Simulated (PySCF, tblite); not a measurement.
**C3H3ClFS radical: geometry, infrared bands and EPR parameters**

Aim: predict the infrared bands and EPR parameters of C3H3ClFS radical (`CS/C(Cl)=[C]\F`).

The runs use tblite 0.8.0 and PySCF 2.14.0, with density-fitted response routines of our own; the level of theory stands in each step. All values are computed, except where a source is named. Atoms are numbered from 0 throughout.

**1. The molecule as given**

9 atoms, charge 0, multiplicity 2; geometry from: force field or distance geometry start.

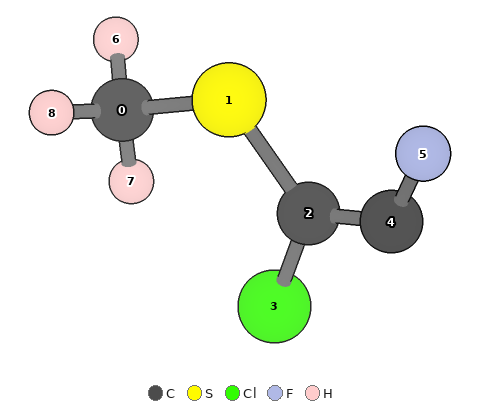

The starting geometry (carbon dark grey, sulfur yellow, chlorine green, fluorine light blue, hydrogen pink), atoms numbered.

**2. Geometry optimisation with GFN2-xTB**

What the job is given:

```
{"job": {"kind": "relax", "xc": "GFN2-xTB", "basis": "xTB"}, "charge": 0, "multiplicity": 2}
C     -1.628800    -0.051400    -0.137800
S     -0.141400     0.635600    -0.894900
C      1.287800    -0.148700    -0.065200
Cl     1.048100    -1.332000     1.208200
C      2.486000     0.220200    -0.469600
F      2.753800     1.112800    -1.440100
H     -2.305600    -0.462300    -0.918300
H     -1.314100    -0.777700     0.628700
H     -2.172400     0.809300     0.326000
```

Run with:

```sh
OMP_NUM_THREADS=1 python probes_run.py task.json out
```

This one command runs all jobs of the session in turn.

Output:

```text
step      E/eV     max force
  0    -553.43052    0.981
  1    -553.48717    0.705
  2    -553.51249    0.332
  3    -553.51861    0.268
  4    -553.52766    0.300
  5    -553.53208    0.306
  6    -553.53674    0.185
  7    -553.53970    0.189
  8    -553.54367    0.192
  9    -553.55089    0.319
 10    -553.55941    0.393
 11    -553.56660    0.285
 12    -553.57401    0.232
 13    -553.57636    0.183
 14    -553.58301    0.240
 15    -553.58546    0.173
 16    -553.58666    0.096
 17    -553.58709    0.088
 18    -553.58783    0.116
 19    -553.58870    0.147
 20    -553.58985    0.156
 21    -553.59114    0.136
 22    -553.59270    0.141
 23    -553.59467    0.168
 24    -553.59756    0.227
 25    -553.60230    0.332
 26    -553.60871    0.425
 27    -553.61607    0.411
 28    -553.62910    0.311
 29    -553.63767    0.459
 30    -553.64940    0.342
 31    -553.65596    0.302
 32    -553.66066    0.225
 33    -553.66693    0.216
 34    -553.67168    0.318
 35    -553.67845    0.264
 36    -553.68375    0.222
 37    -553.68890    0.265
 38    -553.69033    0.420
 39    -553.70063    0.232
 40    -553.70372    0.142
 41    -553.70642    0.144
 42    -553.70786    0.159
 43    -553.71086    0.125
 44    -553.71213    0.092
 45    -553.71267    0.101
 46    -553.71306    0.060
 47    -553.71344    0.044
 48    -553.71355    0.023
 49    -553.71362    0.028
 50    -553.71368    0.020
 51    -553.71374    0.025
 52    -553.71380    0.025
 53    -553.71389    0.037
 54    -553.71399    0.035
 55    -553.71407    0.030
 56    -553.71412    0.029
 57    -553.71417    0.026
 58    -553.71424    0.021
 59    -553.71433    0.031
 60    -553.71442    0.040
 61    -553.71450    0.034
 62    -553.71454    0.018
 63    -553.71457    0.013
 64    -553.71459    0.014
 65    -553.71462    0.023
 66    -553.71468    0.030
 67    -553.71476    0.033
 68    -553.71490    0.041
 69    -553.71508    0.047
 70    -553.71529    0.044
 71    -553.71554    0.049
 72    -553.71578    0.055
 73    -553.71597    0.038
 74    -553.71606    0.023
 75    -553.71610    0.014
 76    -553.71613    0.016
 77    -553.71616    0.022
 78    -553.71620    0.015
 79    -553.71621    0.009
```

Wall time 0.61 s (1 thread of AMD EPYC 7R43, shared host); peak memory 0.18 GiB.

The steps of the relaxation: (not every step is listed)

| step | energy from step 0 (eV) | largest force (eV/Å) |
| --- | --- | --- |
| 0 | 0.0000 | 0.9811 |
| 1 | -0.0566 | 0.7051 |
| 2 | -0.0820 | 0.3319 |
| 3 | -0.0881 | 0.2684 |
| 4 | -0.0971 | 0.3003 |
| 5 | -0.1016 | 0.3064 |
| 6 | -0.1062 | 0.1846 |
| 7 | -0.1092 | 0.1892 |
| 8 | -0.1132 | 0.1917 |
| 14 | -0.1525 | 0.2403 |
| 20 | -0.1593 | 0.1562 |
| 26 | -0.1782 | 0.4254 |
| 32 | -0.2301 | 0.2247 |
| 38 | -0.2598 | 0.4199 |
| 44 | -0.2816 | 0.0925 |
| 50 | -0.2832 | 0.0202 |
| 56 | -0.2836 | 0.0288 |
| 62 | -0.2840 | 0.0175 |
| 68 | -0.2844 | 0.0408 |
| 74 | -0.2855 | 0.0233 |
| 75 | -0.2856 | 0.0144 |
| 76 | -0.2856 | 0.0161 |
| 77 | -0.2856 | 0.0216 |
| 78 | -0.2857 | 0.0146 |
| 79 | -0.2857 | 0.0088 |

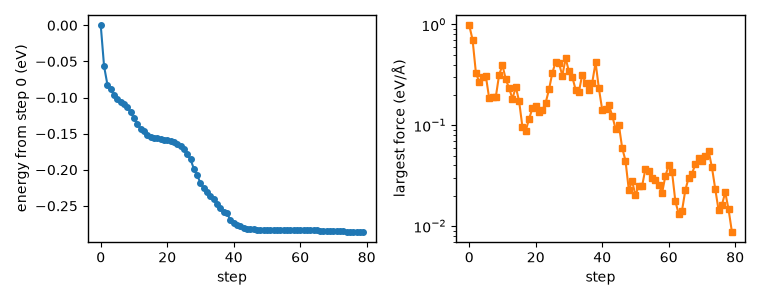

Energy and largest force along the relaxation.

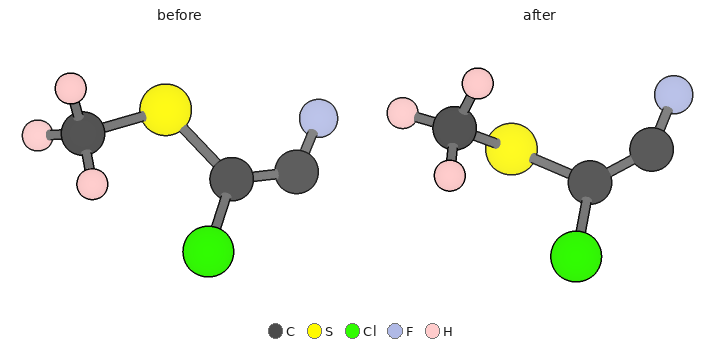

Before and after, at one scale.

Distances of close pairs at the start and the end, largest changes first:

| bond | before (Å) | after (Å) | change (Å) |
| --- | --- | --- | --- |
| C0–H8 | 1.119 | 1.086 | -0.033 |
| C2–Cl3 | 1.755 | 1.723 | -0.031 |
| C4–F5 | 1.345 | 1.314 | -0.031 |
| C0–H6 | 1.112 | 1.085 | -0.027 |
| C2–C4 | 1.317 | 1.300 | -0.017 |
| C0–H7 | 1.102 | 1.086 | -0.016 |
| S1–C2 | 1.829 | 1.817 | -0.012 |
| C0–S1 | 1.805 | 1.814 | +0.009 |

The end geometry stands in the next job.

**3. Harmonic vibrations with GFN2-xTB**

What the job is given:

```
{"job": {"kind": "ir", "xc": "GFN2-xTB", "basis": "xTB"}, "charge": 0, "multiplicity": 2}
C     -1.509033    -0.001953    -0.146610
S     -0.175475    -0.344215    -1.327009
C      1.231624    -0.343830    -0.177218
Cl     1.173764    -1.512984     1.087601
C      2.175850     0.546997    -0.249721
F      2.426444     1.476946    -1.143904
H     -2.437915    -0.089012    -0.700847
H     -1.472842    -0.732990     0.655224
H     -1.398855     1.007034     0.239566
```

Output:

```text
mode    cm-1     km/mol
  1      46.0      3.50
  2     120.3      0.32
  3     145.7      5.05
  4     168.3      3.21
  5     257.5      1.19
  6     276.3      1.03
  7     386.1     10.04
  8     411.9     11.46
  9     521.9      5.43
 10     722.4     11.66
 11     738.2     70.79
 12     930.0      4.99
 13     943.7      5.58
 14    1086.4    293.62
 15    1304.7      1.94
 16    1428.1      5.89
 17    1432.9      8.63
 18    1714.1     91.25
 19    3033.1      0.81
 20    3043.4      2.75
 21    3060.4      0.78
```

Wall time 0.32 s (1 thread of AMD EPYC 7R43, shared host); peak memory 0.18 GiB.

Which atoms move in the most intense modes:

| cm⁻¹ | km/mol | atoms |
| --- | --- | --- |
| 386 | 10.0 | C2 57 %, C4 13 %, Cl3 13 % |
| 412 | 11.5 | Cl3 32 %, F5 25 %, C4 24 %, C2 17 % |
| 722 | 11.7 | C0 48 %, S1 26 %, C2 12 % |
| 738 | 70.8 | C2 57 %, C4 14 % |
| 1086 | 293.6 | F5 38 %, C4 34 %, C2 27 % |
| 1428 | 5.9 | H7 48 %, H6 33 %, H8 13 % |
| 1433 | 8.6 | H8 51 %, H6 28 %, H7 15 % |
| 1714 | 91.2 | C4 60 %, C2 37 % |

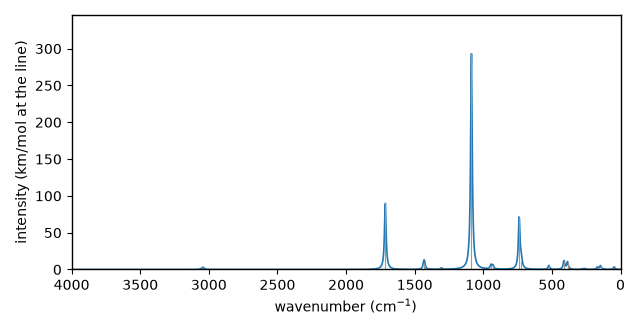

The infrared spectrum from these modes, unscaled. Lines are broadened to a width of 14 cm⁻¹ (Lorentzian).

**4. g tensor and hyperfine couplings: B3LYP/pcH-1**

The job, as its differences from that of step 3:

```diff
@@ -1,2 +1,2 @@
-{"job": {"kind": "ir", "xc": "GFN2-xTB", "basis": "xTB"}, "charge": 0, "multiplicity": 2}
+{"job": {"kind": "epr", "basis": "pcH-1"}, "charge": 0, "multiplicity": 2}
 C     -1.509033    -0.001953    -0.146610
```

Method: UKS B3LYP, pcH-1 on C Cl F H S, non-relativistic, mean-field spin-orbit, GIAO.

Output:

```text
UKS, coarse grid
  cycle   1  E = -1074.20849515  |g| = 3.47e-01
  cycle   2  E = -1074.16221049  |g| = 4.84e-01
  cycle   3  E = -1074.24697043  |g| = 9.45e-02
  cycle   4  E = -1074.25037294  |g| = 2.43e-02
  cycle   5  E = -1074.25070135  |g| = 1.07e-02
  cycle   6  E = -1074.25080420  |g| = 4.39e-03
  cycle   7  E = -1074.25083519  |g| = 2.88e-03
  cycle   8  E = -1074.25084603  |g| = 1.83e-03
  cycle   9  E = -1074.25085445  |g| = 6.30e-04
UKS, final grid
  cycle   1  E = -1074.25091806  |g| = 7.51e-04
  cycle   2  E = -1074.25091782  |g| = 1.24e-03
  cycle   3  E = -1074.25091860  |g| = 2.15e-04
  cycle   4  E = -1074.25091866  |g| = 1.44e-04
  cycle   5  E = -1074.25091873  |g| = 6.85e-05
  cycle   6  E = -1074.25091874  |g| = 1.55e-05
E = -1074.25091874 Eh   <S^2> = 0.7603 (exact 0.7500)
g shifts (ppm)      1          2          3
  rmc          -226       -226       -226
  gc             31         -9        -66
  oz_so       -1384       1563       3325
  total       -1578       1329       3034
hyperfine (MHz)  atom isotope    a_iso     a_fc   dipolar eigenvalues
    0   13C      -4.60      -4.63     -0.76     -0.27      1.04
    1   33S      -0.67      -0.75    -14.11    -11.24     25.35
    2   13C      59.38      59.49    -23.14     -4.47     27.60
    3  35Cl       3.05       3.00     -5.98     -0.88      6.86
    4   13C     511.86     511.90    -78.34    -51.67    130.01
    5   19F     345.77     345.49   -276.27   -208.31    484.58
    6    1H       9.09       9.08     -0.99     -0.55      1.54
    7    1H      -0.67      -0.68     -1.25     -0.58      1.83
    8    1H       6.55       6.54     -1.40     -1.00      2.39
```

Wall time 39 s (1 thread of AMD EPYC 7R43, shared host); peak memory 0.75 GiB.

Principal g values 2.00074, 2.00365, 2.00535; g(iso) = 2.00325, against 2.00232 for a free electron.

Hyperfine couplings; where a row names several nuclei, a(iso) is their mean (it holds for fast rotation or exchange) and the dipolar term the largest among them:

| nuclei | isotope | a(iso) (MHz) | a(iso) (G, at g = 2.0023) | largest dipolar term (MHz) |
| --- | --- | --- | --- | --- |
| C4 | 13C | 511.9 | 182.6 | 130.0 |
| F5 | 19F | 345.8 | 123.4 | 484.6 |
| C2 | 13C | 59.4 | 21.2 | 27.6 |
| H6, H7, H8 | 1H | 5.0 | 1.8 | 2.4 |
| C0 | 13C | -4.6 | -1.6 | 1.0 |
| Cl3 | 35Cl | 3.1 | 1.1 | 6.9 |
| S1 | 33S | -0.7 | -0.2 | 25.4 |

Mulliken spin populations:

| atom | value (e) |
| --- | --- |
| C0 | -0.01 |
| S1 | 0.12 |
| C2 | -0.12 |
| Cl3 | 0.00 |
| C4 | 0.92 |
| F5 | 0.08 |
| H6 | 0.00 |
| H7 | 0.00 |
| H8 | 0.00 |

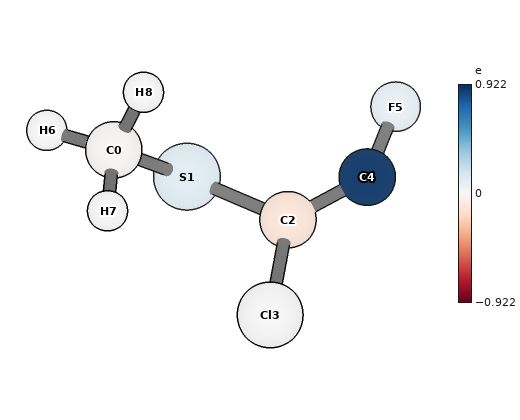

Mulliken spin populations, as colours on the atoms.

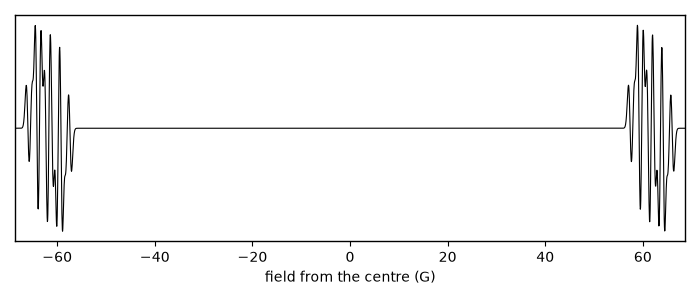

First-order isotropic spectrum (first derivative, main isotopes with spin only, couplings over 0.8 MHz, Gaussian width 0.3 G; couplings of the frozen geometry, rotation of groups not averaged beyond the rows shown).

Orbitals, density, ELF and potential are computed afterwards from the orbital file.

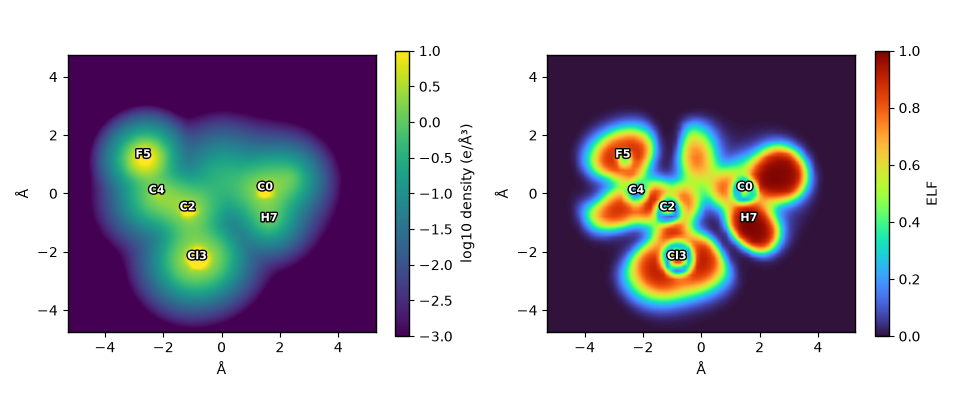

Density (left) and ELF (right) in a plane through or near 6 of the atoms.

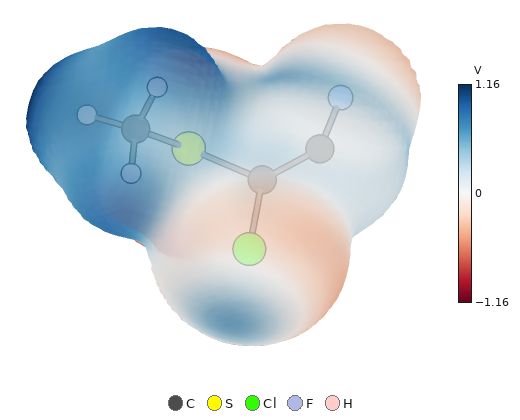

Electrostatic potential on the surface of density 0.002 e/bohr³; red is low, blue high. It runs from -0.65 V near S1 to 1.16 V near H6.

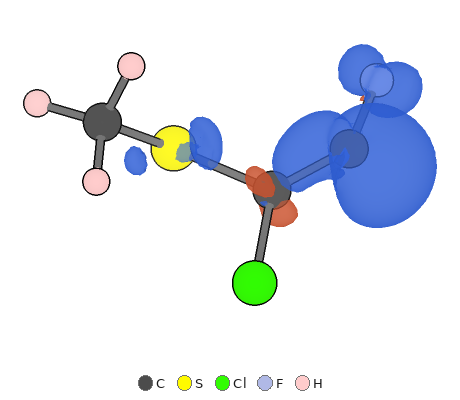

Spin density at ±0.05 e/Å³ (alpha excess blue, beta excess red).

**5. What came out**

| quantity | value |
| --- | --- |
| strongest single infrared mode (GFN2-xTB) | 1086 cm⁻¹, 294 km/mol |
| zero-point energy (GFN2-xTB) | 31.1 kcal/mol |
| g(iso) (B3LYP) | 2.00325 |
| ⟨S²⟩ | 0.760 (exact 0.75) |
| largest a(iso) (averaged by class) | 13C on C4, 511.9 MHz |
| potential on the surface of density 0.002 e/bohr³, 1st and 99th percentile | -0.65 V and 1.16 V |

**Reading.** The optimisation took 79 steps and gained 0.286 eV; among the close pairs (by a distance rule), C0–H8 changed most, from 1.119 to 1.086 Å. All 21 modes are real, so the xTB geometry is a minimum. The strongest single mode, at 1086 cm⁻¹, is spread over several atoms, F5, C4, C2 among them. GFN2-xTB is a fitted tight-binding method: band positions and strengths are rough. Its intensities can rank the bands wrongly. Most of the unpaired spin sits on C4 (0.92 e). The isotropic g lies 0.9 ppt above the free-electron value. These values are for one conformer; the search (at its own cheap level) found 2 more, at 0.56, 1.31 kcal/mol, and measured spectra average over such forms.
